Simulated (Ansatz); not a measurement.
# CH3NSi: the cost of one run

Program: Ansatz 0.2.0. Level of theory: the levels named in each step. These are calculated values, not measurements.

### 1 Starting point

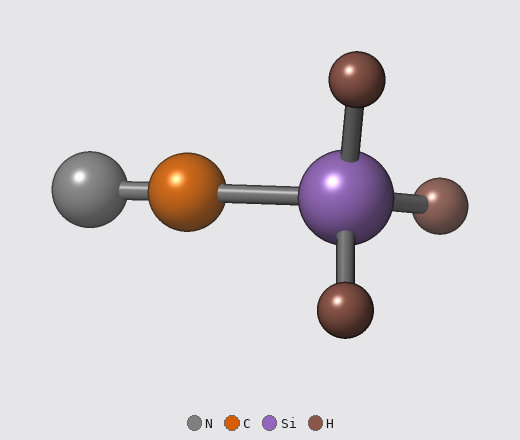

Start, viewed from a chosen angle; nitrogen grey, carbon orange, silicon purple, hydrogen brown.

Structure file:

```xyz
6

N     1.9026    0.0155    0.0094
C     0.7572    0.0043    0.0081
Si   -1.1092   -0.0084   -0.0070
H    -1.5049   -1.0261   -0.9784
H    -1.5263    1.3352   -0.4033
H    -1.5236   -0.3443    1.3545
```

### 2 A rough first relaxation, PBE-D4/def2-SVP

This run stands in another session on the same molecule. It ended at:

```xyz
6

N     1.9490    0.0158    0.0096
C     0.7757    0.0052    0.0065
Si   -1.0873   -0.0087   -0.0057
H    -1.5328   -1.0429   -0.9940
H    -1.5542    1.3565   -0.4092
H    -1.5546   -0.3497    1.3762
```

### 3 Relaxation, r2SCAN-D4/def2-TZVPP

input.yaml

```yaml
crystal:
  periodic: [false, false, false]
  atoms:
    - { symbol: "N", position_ang: [1.94902882, 0.01580295, 0.00956166] }
    - { symbol: C, position_ang: [0.77566791, 0.00516087, 0.00645786] }
    - { symbol: Si, position_ang: [-1.08726036, -0.00870404, -0.00573914] }
    - { symbol: H, position_ang: [-1.53275134, -1.04286982, -0.99396625] }
    - { symbol: H, position_ang: [-1.55422001, 1.35647925, -0.40920169] }
    - { symbol: H, position_ang: [-1.55461503, -0.34970921, 1.37622755] }
basis:
  gaussian: { orbitals: def2-TZVPP }
hamiltonian:
  xc: r2scan
  dispersion: d4
relax:
  f_tol: 0.002
  max_steps: 150
```

Started as:

```
> ansatz run input.yaml --threads 4 --pin off --max-ram 10240MiB --backend cpu --events-out ev --progress --plain --runs-dir out
```

**Question.** How long does this run take on 4 threads of Arm Neoverse V1, shared host, and how much memory does it need?

About 11 s, with a peak of 0.24 GiB.
